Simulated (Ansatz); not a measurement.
## Mo, response to strain

The parent structure is Mo in the bcc (W type) structure (space group Im-3m, No. 229; relaxed with 0.1 eV smearing).

```cif
data_Mo
_chemical_formula_sum 'Mo1'
_space_group_name_H-M_alt 'P 1'
_space_group_IT_number 1
_cell_length_a 2.73766
_cell_length_b 2.73766
_cell_length_c 2.73766
_cell_angle_alpha 109.471
_cell_angle_beta 109.471
_cell_angle_gamma 109.471
loop_
_space_group_symop_operation_xyz
  'x, y, z'
loop_
_atom_site_label
_atom_site_type_symbol
_atom_site_fract_x
_atom_site_fract_y
_atom_site_fract_z
_atom_site_occupancy
Mo1 Mo 0.00000 0.00000 0.00000 1
```

Strains are applied to the cell and any free atomic positions relax.

Level of theory: Ansatz (a program for electronic structure), PBE, PAW, cutoff 420 eV, no spin-orbit coupling, earlier PAW set.

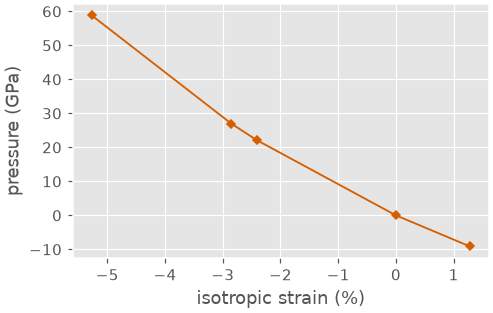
Figure. Pressure against isotropic strain

```json
[
 {"isotropic strain (%)": "-5.27", "pressure": "58.8 GPa"},
 {"isotropic strain (%)": "-2.85", "pressure": "27.0 GPa"},
 {"isotropic strain (%)": "-2.41", "pressure": "22.1 GPa"},
 {"isotropic strain (%)": "1.28", "pressure": "-9.1 GPa"}
]
```

Whether these cells are dynamically stable was not tested. All final runs are without spin polarisation.
